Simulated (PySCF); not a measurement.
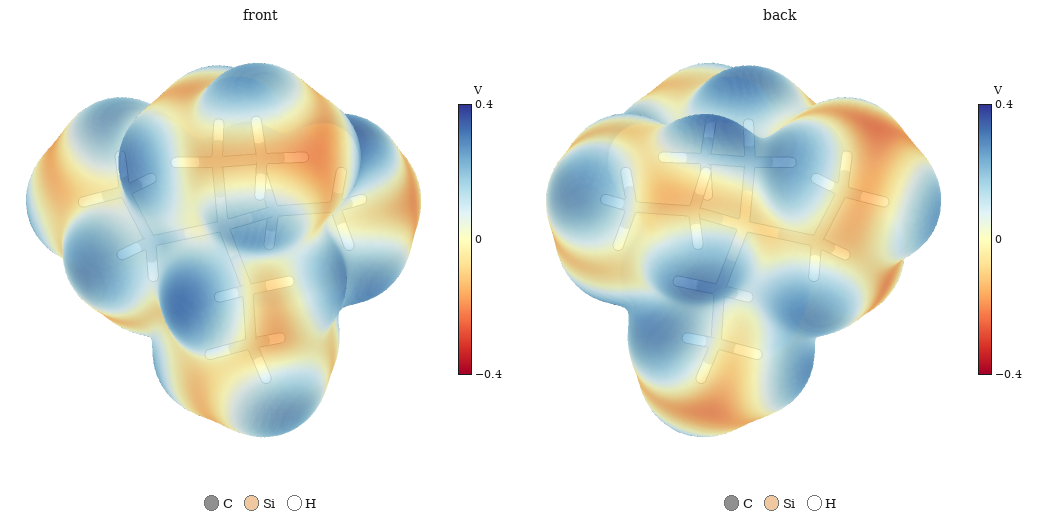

*C8H20Si (tetraethylsilane). The electrostatic potential painted on the density surface at 0.001 e/bohr³, seen from the front and from behind; red is negative and blue positive.*

Geometry: GFN2-xTB.

Theory: PySCF 2.14.0, PBE0/6-31G*, SCF density, gas phase, non-relativistic.

The calculation's input:

```
{"job": {"xc": "PBE0", "basis": "6-31G*", "kind": "nmr", "pop": true}, "charge": 0, "multiplicity": 1}
C     -1.003498    -0.716278     2.826808
C     -1.123227    -1.191543     1.383024
Si    -0.038098    -0.193841     0.158901
C     -0.686587     1.611929     0.121690
C     -0.064136     2.486635    -0.962390
C      1.781159    -0.258171     0.766948
C      2.827917    -0.046963    -0.322538
C     -0.170189    -0.985182    -1.580613
C     -1.595546    -1.035764    -2.121225
H     -1.318300     0.320353     2.915209
H     -1.626259    -1.317640     3.487314
H      0.025408    -0.789368     3.169675
H     -0.851570    -2.246997     1.336790
H     -2.169391    -1.130689     1.081729
H     -1.769332     1.601323    -0.015918
H     -0.508537     2.080731     1.090945
H     -0.491803     3.488149    -0.944506
H      1.008900     2.576295    -0.814459
H     -0.237061     2.061409    -1.947726
H      1.927113     0.494906     1.542690
H      1.967370    -1.223728     1.240076
H      2.698274     0.918527    -0.804266
H      2.748953    -0.818194    -1.084109
H      3.832859    -0.084463     0.095599
H      0.231018    -1.999505    -1.554722
H      0.451366    -0.428221    -2.282238
H     -1.618101    -1.476839    -3.116708
H     -2.230338    -1.632671    -1.471467
H     -2.018270    -0.036249    -2.183654
```

Launched as:

```sh
OMP_NUM_THREADS=1 python ens_run.py task.json out
```

> Where is the surface potential most negative and most positive?

The surface potential is weak everywhere (between −0.2 and +0.3 V): the molecule has no strongly electron-rich or electron-poor site.

> What dipole moment does the calculation give?

Its dipole moment is 0.03 D.
